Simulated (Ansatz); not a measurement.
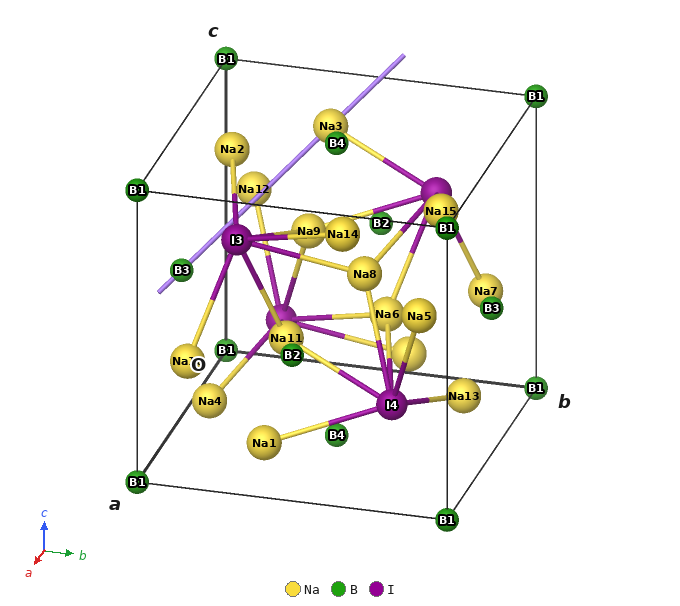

Crystal: Na4BI, coordinates from a relaxation with DFT PBE, scalar-relativistic, plane waves, PAW in Ansatz; the starting structure was generated, so it need not be a known form of this composition. The coloured rod is the axis of a symmetry operation of the crystal. Geometry calculated from the standardised cell; symmetry tolerance 0.002 Å.

a = 8.961 Å, b = 8.961 Å, c = 8.961 Å, α = 90.00°, β = 90.00°, γ = 90.00°.

```csv
atom,x,y,z
Na1,0.8736,0.3736,0.1264
Na2,0.3736,0.1264,0.8736
Na3,0.1264,0.3736,0.8736
Na4,0.6264,0.1264,0.1264
B1,0.0000,0.0000,0.0000
I1,0.2500,0.2500,0.2500
Na5,0.8736,0.8736,0.6264
Na6,0.3736,0.6264,0.3736
Na7,0.1264,0.8736,0.3736
Na8,0.6264,0.6264,0.6264
B2,0.0000,0.5000,0.5000
I2,0.2500,0.7500,0.7500
Na9,0.3736,0.3736,0.6264
Na10,0.8736,0.1264,0.3736
Na11,0.6264,0.3736,0.3736
Na12,0.1264,0.1264,0.6264
B3,0.5000,0.0000,0.5000
I3,0.7500,0.2500,0.7500
Na13,0.3736,0.8736,0.1264
Na14,0.8736,0.6264,0.8736
Na15,0.6264,0.8736,0.8736
Na16,0.1264,0.6264,0.1264
B4,0.5000,0.5000,0.0000
I4,0.7500,0.7500,0.2500
```

Take the operation x, y, z → −y+1/2, z−1/2, −x+1.

> What kind of operation is it, and where does it lie?

It is a 3-fold rotation, about the line along [−1 1 1] through (1/3, 1/6, 2/3).

> Onto which atom does it carry each atom (up to whole multiples of a, b and c)?

Na1 → Na16, Na2 → Na9, Na3 → Na3, Na4 → Na6, B1 → B4, I1 → I2, Na5 → Na4, Na6 → Na5, Na7 → Na15, Na8 → Na10, B2 → B1, I2 → I3, Na9 → Na12, Na10 → Na13, Na11 → Na7, Na12 → Na2, B3 → B3, I3 → I1, Na13 → Na8, Na14 → Na1, Na15 → Na11, Na16 → Na14, B4 → B2, I4 → I4.

> What is the crystal's space group?

No. 216, F-43m.
